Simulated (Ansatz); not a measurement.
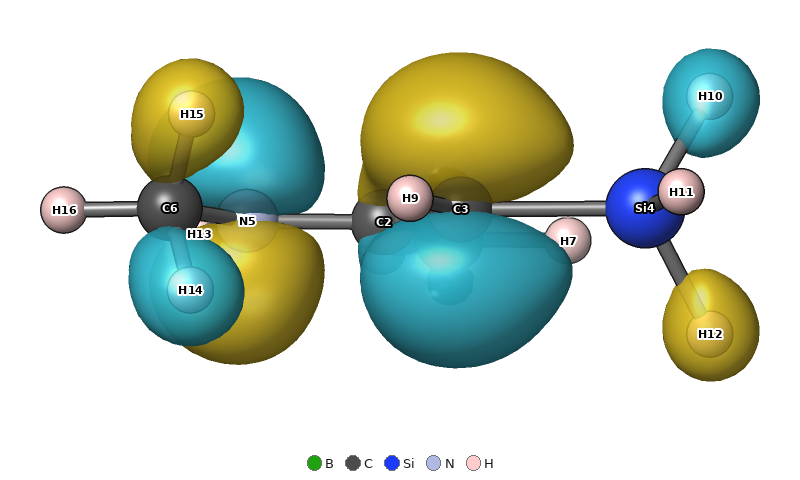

Figure 1: C₃H₁₀BNSi (SMILES BC(=C[SiH3])NC). One frontier orbital at ±0.1 Å⁻³ᐟ² (yellow and cyan are the two phases), seen from one side.

These are results of RKS PBE/6-31G* (Ansatz), not measurements.

```xyz
16

B    -0.7683   -1.0111   -0.5992
C    -0.0290    0.1437    0.1134
C     1.3355    0.3269   -0.0639
Si    2.4731   -0.6992   -1.1348
N    -0.7911    0.9649    0.9205
C    -0.2614    2.0749    1.6764
H    -0.1716   -1.7645   -1.3238
H    -1.9564   -1.1721   -0.4343
H     1.8257    1.1572    0.4669
H     2.1294   -0.6805   -2.5990
H     3.8482   -0.1060   -0.9983
H     2.5748   -2.1431   -0.7261
H    -1.7760    0.7383    1.0143
H     0.5121    1.7450    2.3999
H     0.2052    2.8296    1.0117
H    -1.0760    2.5603    2.2343
```

**Which orbital is it: HOMO or LUMO?**

The HOMO, at −4.82 eV. It lies mainly on N5 (about 35 %), C3 (about 30 %) and C2 (about 10 %).
